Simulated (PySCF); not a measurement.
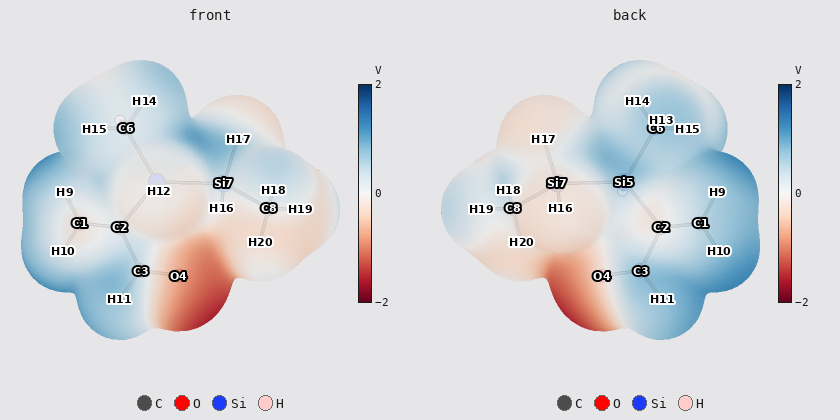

C5H12OSi2. The electrostatic potential painted on the density surface at 0.002 e/bohr³, seen from the front and from behind; red is negative and blue positive.

Geometry: GFN2-xTB.

Method: PBE0/pcSseg-1, SCF density, gas phase, non-relativistic in PySCF.

```xyz
20

C    -2.8257    0.1133   -0.4285
C    -1.6531   -0.3948   -0.0505
C    -1.4437   -1.8353   -0.0687
O    -0.3525   -2.3448    0.0357
Si   -0.0764    0.5467    0.4551
C    -0.4998    2.4044    0.4034
Si    1.6637   -0.0489   -0.9654
C     2.8685   -1.2323   -0.1026
H    -3.0017    1.1756   -0.4454
H    -3.6468   -0.5117   -0.7530
H    -2.3519   -2.4610   -0.1787
H     0.0990    0.1935    1.8793
H    -0.7364    2.7320   -0.6047
H     0.3476    2.9906    0.7428
H    -1.3427    2.6536    1.0409
H     1.1843   -0.6765   -2.2071
H     2.4236    1.1431   -1.3930
H     3.3076   -0.7788    0.7819
H     3.6811   -1.5243   -0.7618
H     2.3501   -2.1338    0.2075
```

> Where is the surface potential most negative and most positive?

The most negative region (about −1.5 V) lies over O4, the most positive (about +1.2 V) over H9 and H10. O4 is the likeliest acceptor of a hydrogen bond.
